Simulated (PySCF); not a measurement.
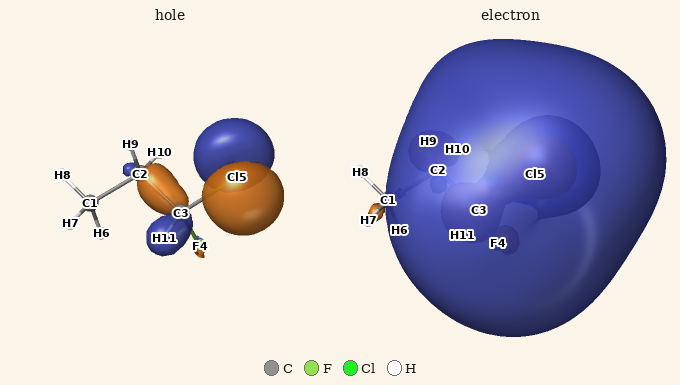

Figure. C3H6ClF, SMILES `CCC(F)Cl`. Leading natural transition orbital pair of S₃ (TDHF singlet states); the surfaces enclose about 78 % of each orbital's density.

Computed with PySCF, HF/6-31+G*, geometry: GFN2-xTB. No frequency check shows the geometry to be a minimum. GFN2-xTB bond lengths at metals and heavier atoms can be off by up to 0.1 Å and shapes distorted, which carries into these values.

Input script:

```python
import numpy as np
from pyscf import gto, scf, dft, tdscf
from pyscf.scf import atom_ks, atom_hf
from scipy.linalg import block_diag

def solve(mol, dm0=None, hcore=None):
    mf = scf.UHF(mol) if mol.spin else scf.RHF(mol)
    mf = mf.density_fit(auxbasis='def2-universal-jkfit')
    mf.conv_tol, mf.max_cycle = 1e-8, 80
    if hcore is not None:
        mf.get_hcore = lambda *args: hcore
    mf.kernel(dm0)
    if not mf.converged:
        mf = mf.newton().run(mf.mo_coeff, mf.mo_occ, max_cycle=30)
    assert mf.converged, 'SCF not converged'
    return mf

mol = gto.M(atom='''
C     -2.36866     0.25834     0.10980
C     -0.96013     0.69574    -0.28016
C      0.08079    -0.22316     0.33321
F     -0.01905    -1.47559    -0.18867
Cl     1.73216     0.37530    -0.00068
H     -2.55163    -0.76244    -0.21599
H     -2.50190     0.30823     1.18800
H     -3.10140     0.90857    -0.35964
H     -0.76672     1.71171     0.06464
H     -0.84635     0.66981    -1.36521
H     -0.01939    -0.32111     1.42062
''', basis='6-31+g*', charge=0, spin=0, verbose=4)
mf = solve(mol)
td = mf.TDHF()
td.nstates, td.singlet, td.conv_tol = 6, True, 1e-5
td.kernel()
td.analyze()
x, y = np.array([p[0] for p in td.xy]), np.array([p[1] + 0 * p[0] for p in td.xy])
f, mu = td.oscillator_strength(), td.transition_dipole()
nto = [td.get_nto(state=i + 1, verbose=4) for i in range(len(td.e))]
# spherically averaged free atoms, for the promolecule
atm = scf.atom_hf.get_atm_nrhf(mol)
pro = block_diag(*[(atm[a[0]][2] * atm[a[0]][3]) @ atm[a[0]][2].T for a in mol._atom])
np.savez('result.npz', e=td.e, f=f, ok=td.converged, w=[n[0] for n in nto], nto=[n[1] for n in nto], x=x, y=y, c=mf.mo_coeff, occ=mf.mo_occ, eps=mf.mo_energy, pro=pro, mu=mu)
```

Run with:

```sh
OMP_NUM_THREADS=1 python input.py
```

The run took 89 s on 1 thread of Intel(R) Xeon(R) Platinum 8488C (Sapphire Rapids), with other jobs on the host, peak memory 0.34 GiB.

Where does the state lie, and where do hole and electron sit?

9.46 eV (131 nm), f = 0.057, diffuse (Rydberg-like) orbital; the leading pair carries 98 %; hole on Cl5 (80 %) and C3 (8 %), electron on Cl5 (45 %), C3 (26 %) and C2 (11 %) (atom shares of so diffuse an orbital are rough); their centroids lie 0.8 Å apart. In canonical orbitals it is mainly HOMO → LUMO+1 (50 %). The HOMO–LUMO gap is 14.26 eV.
